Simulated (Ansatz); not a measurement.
| atom | x (Å) | y (Å) | z (Å) |
| --- | --- | --- | --- |
| O | -1.2862 | -0.1596 | -1.8345 |
| C | -0.6017 | -0.0837 | -0.8484 |
| C | 0.7540 | 0.6327 | -0.6089 |
| O | 0.9735 | 0.3032 | 0.7716 |
| Si | -0.4443 | -0.6219 | 1.0556 |
| H | 1.5568 | 0.2357 | -1.2743 |
| H | 0.6775 | 1.7330 | -0.7772 |
| H | -0.1748 | -2.0596 | 1.4129 |
| H | -1.3664 | -0.0261 | 2.0862 |

The calculation used UKS PBE-D4/def2-SVP (Ansatz 0.2.0).

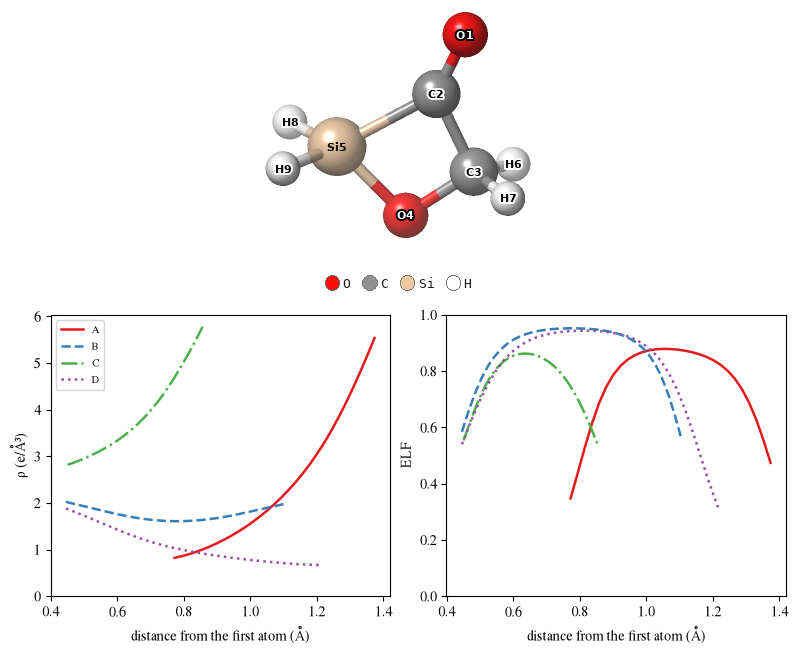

C2H4O2Si. Total electron density and ELF along straight lines between neighbouring atoms. The curves leave out the atomic cores. The structure is drawn too.

Which curve belongs to which contact (C–C, C–O, C–Si and Si–O)? The first atom named is at distance zero.

Curve A: Si–O (1.72 Å): ρ is about 1 e/Å³ halfway; the ELF peaks at about 0.90 between the atoms; a polar covalent bond. Curve B: C–C (1.55 Å): ρ at the midpoint is about 1.6 e/Å³; the ELF peaks at about 0.95 between the atoms; a covalent bond. Curve C: C–O (1.20 Å): the density is about 3.3 e/Å³ at the midpoint; the ELF peaks at about 0.85 between the atoms (a short, multiple covalent bond). Curve D: C–Si (1.98 Å): ρ is about 0.78 e/Å³ halfway; the ELF peaks at about 0.95 between the atoms: a covalent bond.
